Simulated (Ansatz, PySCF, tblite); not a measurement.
Bond stretch in SLi (cation, charge +1), lowest singlet found (which spin is the ground state isn't settled by this scan).

Computed with: RKS-CAM-B3LYP = restricted CAM-B3LYP/aug-cc-pVDZ (Ansatz, a program for electronic structure); RKS-B3LYP/6-311+G** = PySCF 2.14.0 with restricted B3LYP/6-311+G**, spherical d; RMP2 = MP2 on RHF/aug-cc-pVDZ, frozen core run with Ansatz; GFN2-xTB, 300 K electronic temperature (tblite).

Energies are in kcal/mol, each relative to the lowest point of its own curve between 2.02 and 3.13 Å, where full CI is lowest.

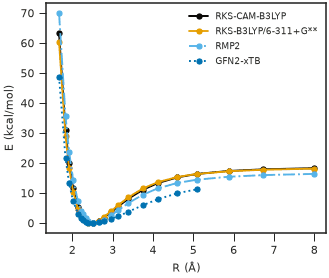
Fig. 1. Energy against bond length for each method.

| R / Å | RKS-CAM-B3LYP | RKS-B3LYP/6-311+G** | RMP2 | GFN2-xTB |
|---|---|---|---|---|
| 1.67 | 63.2 | 60.3 | 69.9 | 48.7 |
| 1.83 | 31.1 | 29.1 | 35.6 | 21.7 |
| 1.92 | 20.0 | 18.4 | 23.6 | 13.2 |
| 2.02 | 11.5 | 10.4 | 14.3 | 7.2 |
| 2.14 | 5.3 | 4.5 | 7.2 | 3.1 |
| 2.22 | 2.8 | 2.2 | 4.1 | 1.6 |
| 2.26 | 1.9 | 1.4 | 3.0 | 1.0 |
| 2.33 | 0.8 | 0.5 | 1.6 | 0.4 |
| 2.40 | 0.2 | 0.0 | 0.6 | 0.1 |
| 2.51 | 0.0 | 0.0 | 0.0 | 0.0 |
| 2.65 | 0.6 | 0.8 | 0.2 | 0.3 |
| 2.78 | 1.7 | 1.9 | 1.0 | 0.7 |
| 2.96 | 3.6 | 3.9 | 2.5 | 1.4 |
| 3.13 | 5.4 | 5.8 | 4.2 | 2.2 |
| 3.39 | 8.1 | 8.5 | 6.6 | 3.7 |
| 3.75 | 11.1 | 11.5 | 9.4 | 5.9 |
| 4.12 | 13.3 | 13.6 | 11.5 | 7.9 |
| 4.60 | 15.2 | 15.3 | 13.3 | 9.9 |
| 5.08 | 16.3 | 16.3 | 14.4 | 11.2 |
| 5.88 | 17.3 | 17.2 | 15.4 | — |
| 6.73 | 17.9 | 17.7 | 15.9 | — |
| 7.98 | 18.3 | 18.1 | 16.3 | — |

At the longest distance, 7.98 Å, RKS-CAM-B3LYP lies highest above its minimum (18.3 kcal/mol) and RMP2 lowest (16.3 kcal/mol).

Dashes: no converged value, or the column stops at the first point that the program doubted or that broke a chosen test of continuity, which isn't proof of a fault.

The restricted form behind RKS-CAM-B3LYP, RKS-B3LYP/6-311+G**, RMP2 keeps the bonding electrons paired and can't separate into open-shell fragments.
